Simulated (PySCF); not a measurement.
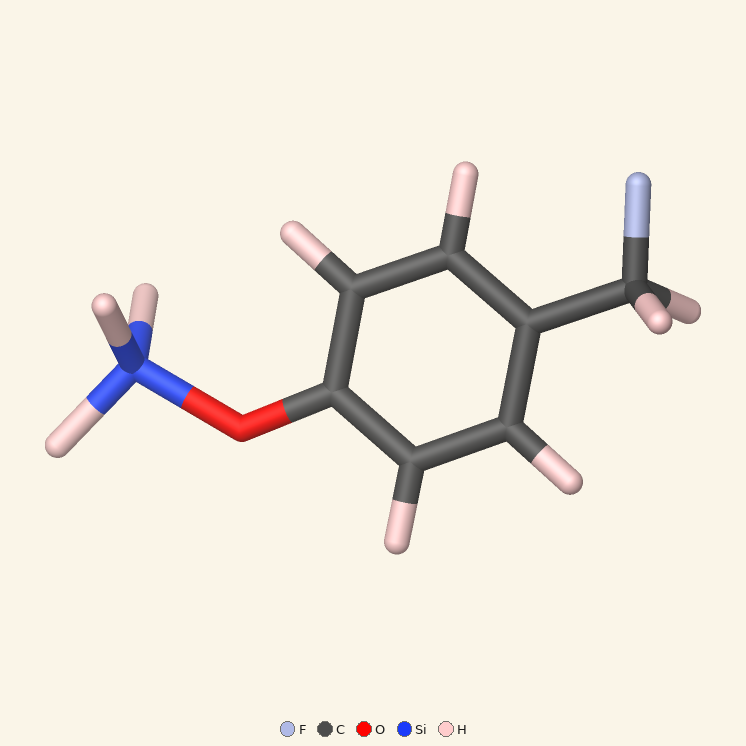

Rendered structure (stick style).

Describe the molecule.

It has 19 atoms: 7 carbon, 9 hydrogen, 1 fluorine, 1 oxygen and 1 silicon (C7H9FOSi). Its SMILES string is `FCc1ccc(O[SiH3])cc1`. Independent rings (smallest set): 1 of 6 members, 1 of them aromatic. Among its groups: C–F bond, Si–H bond, Si–O bond. Coordination: 1 C tetrahedral; 6 C trigonal planar; 1 O bent; 1 Si tetrahedral.

More results for the same structure follow; atom numbers are the same in all pictures, views and colours differ. Computed geometry: PBE0-D3(BJ)/def2-SVP optimisation. No frequency run is at hand to confirm it as a minimum.

### Geometry

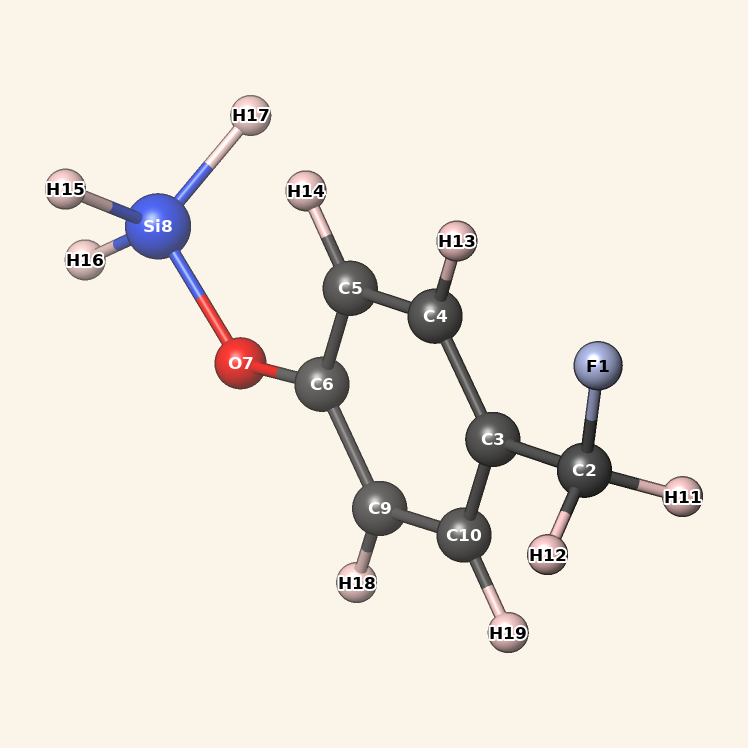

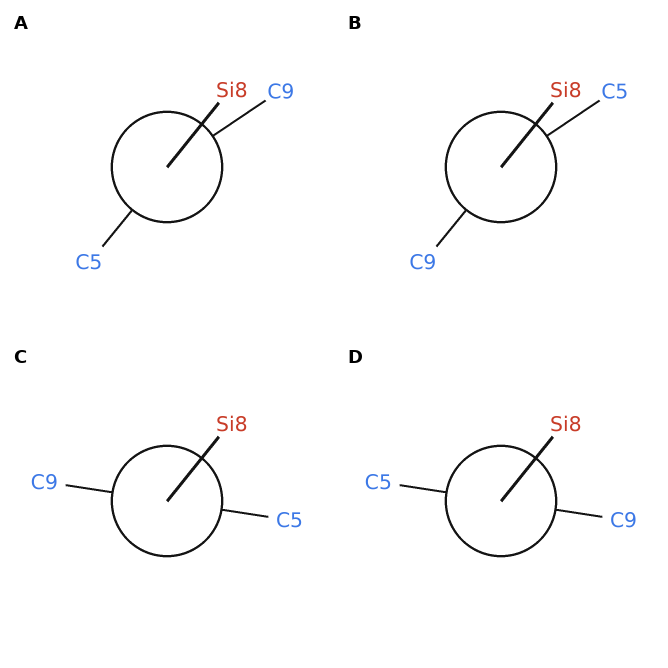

Depth is shown by fading: the farther an atom, the more it takes the colour of the background. Bonds that would overlap in a projection are set slightly apart. No frequency run is at hand to confirm it as a minimum.

Question: Which Newman projection shows the view along O7–C6, with O7 in front?

Answer: B. The torsion angle Si8–O7–C6–C5 is 0°, synperiplanar (eclipsed).

### NMR shielding

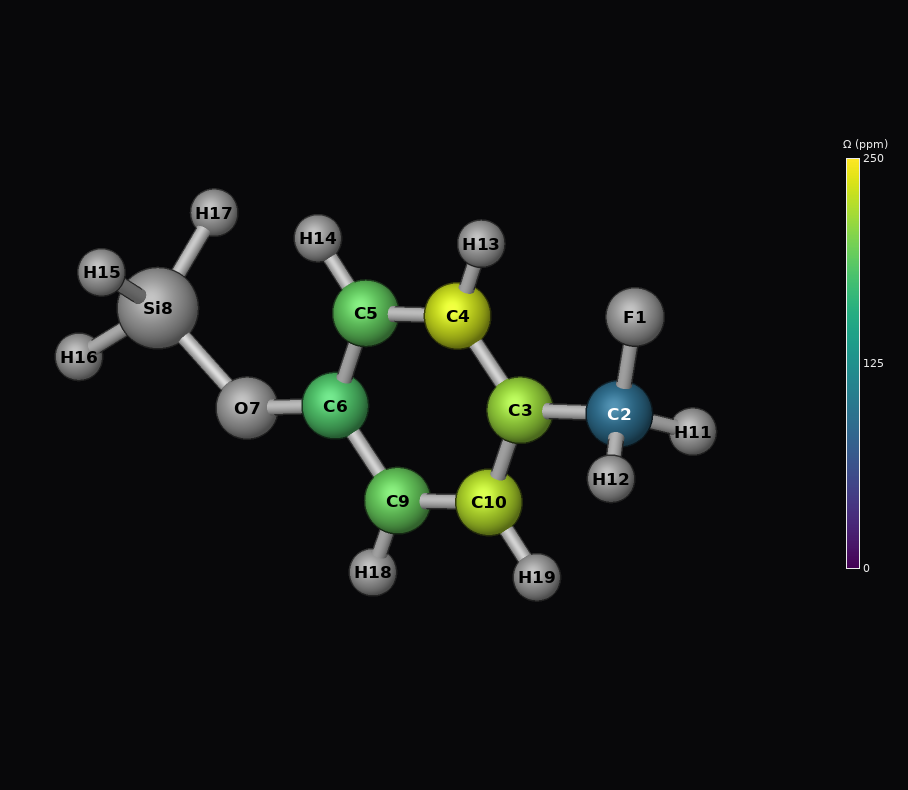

The C atoms are coloured by the span of their shielding tensor. No frequency run is at hand to confirm it as a minimum. Method: GIAO PBE0/pcSseg-1 NMR shielding, non-relativistic, IEF-PCM acetonitrile (PySCF 2.14.0). Principal shieldings σ11 ≤ σ22 ≤ σ33, span Ω = σ33 − σ11, skew κ = 3(σiso − σ22)/Ω.

Give the shielding tensors of the C atoms.

```json
{"atom": "C2", "σ11": "65.9", "σ22": "77.9", "σ33": "155.1", "σiso": "99.6", "Ω": "89.2", "κ": "0.73"}
{"atom": "C3", "σ11": "−48.4", "σ22": "26.6", "σ33": "164.3", "σiso": "47.5", "Ω": "212.7", "κ": "0.29"}
{"atom": "C4", "σ11": "−49.9", "σ22": "35.3", "σ33": "181.6", "σiso": "55.7", "Ω": "231.4", "κ": "0.26"}
{"atom": "C5", "σ11": "−22.0", "σ22": "51.9", "σ33": "167.8", "σiso": "65.9", "Ω": "189.8", "κ": "0.22"}
{"atom": "C6", "σ11": "−66.6", "σ22": "21.9", "σ33": "114.8", "σiso": "23.3", "Ω": "181.3", "κ": "0.02"}
{"atom": "C9", "σ11": "−30.3", "σ22": "47.7", "σ33": "162.0", "σiso": "59.8", "Ω": "192.3", "κ": "0.19"}
{"atom": "C10", "σ11": "−46.9", "σ22": "35.8", "σ33": "174.8", "σiso": "54.6", "Ω": "221.7", "κ": "0.25"}
```

Shieldings and span in ppm.

### Excitation

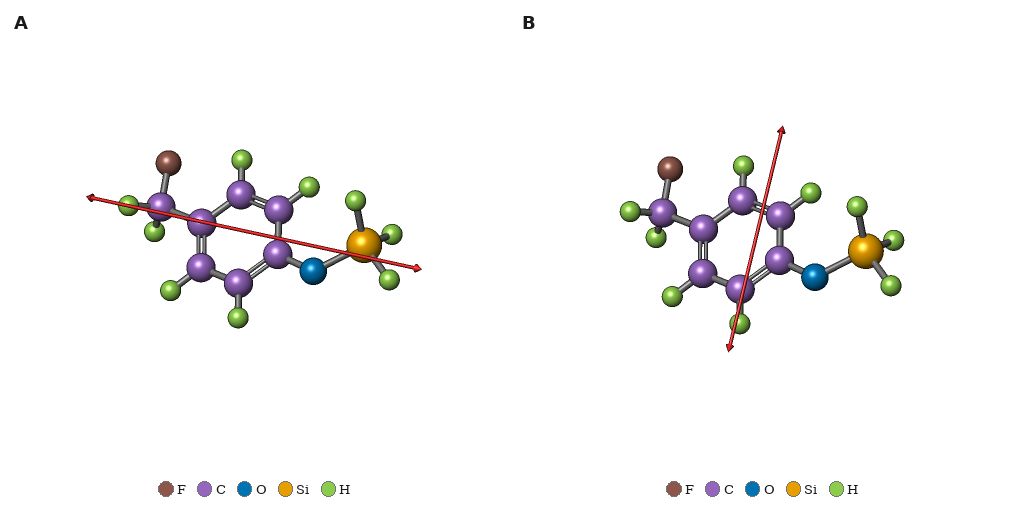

The double arrows show the directions of two transition dipoles from the ground state (lengths mean nothing). No frequency run is at hand to confirm it as a minimum. Properties computed with TDDFT ωB97X-D/def2-SVPD, vertical, gas phase, core orbitals frozen in the response (PySCF 2.14.0).

Question: One belongs to singlet state 1 and one to singlet state 2. Which is which?

Answer: A: state 2, 5.88 eV (211 nm), oscillator strength 0.13, mainly HOMO → LUMO+1 (weight 0.75).
B: state 1, 5.13 eV (242 nm), oscillator strength 0.025, mainly HOMO → LUMO (weight 0.79).

### Ring current

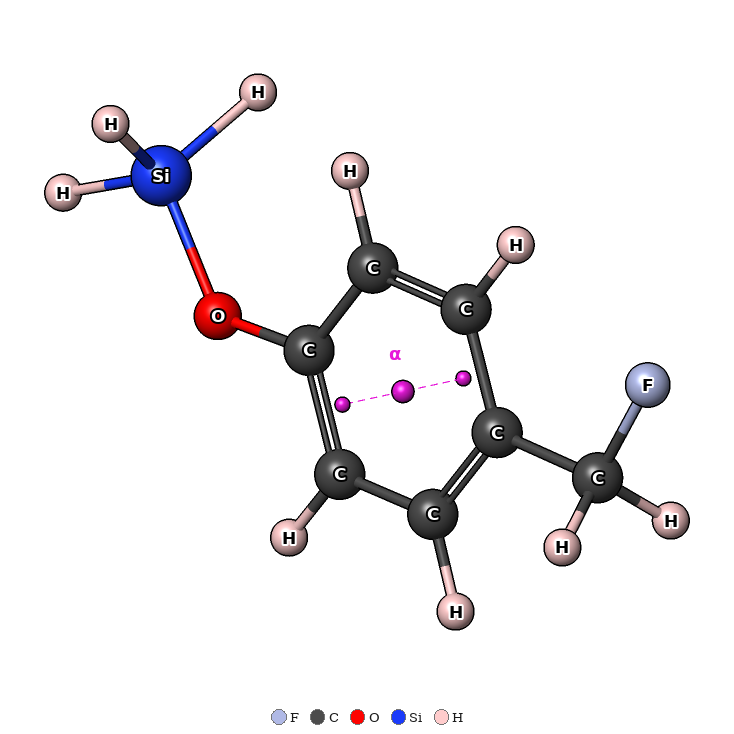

The small points mark where nucleus-independent chemical shifts (NICS) were computed: at the centre of each lettered ring and 1 Å above and below it. No frequency run is at hand to confirm it as a minimum. Method: GIAO PBE0/pcSseg-1 NMR shielding, non-relativistic, IEF-PCM acetonitrile (PySCF 2.14.0).

Give NICS(0), NICS(1) and the out-of-plane component NICS(1)zz for each ring (means of the two sides).

```tsv
ring	members	NICS(0)	NICS(1)	NICS(1)zz
α	C6	−9.3	−11.1	−26.7
```

Values in ppm.

Question: What do the values say about the ring currents?

Answer: Ring α: diatropic, as in an aromatic ring. NICS is one index among several.
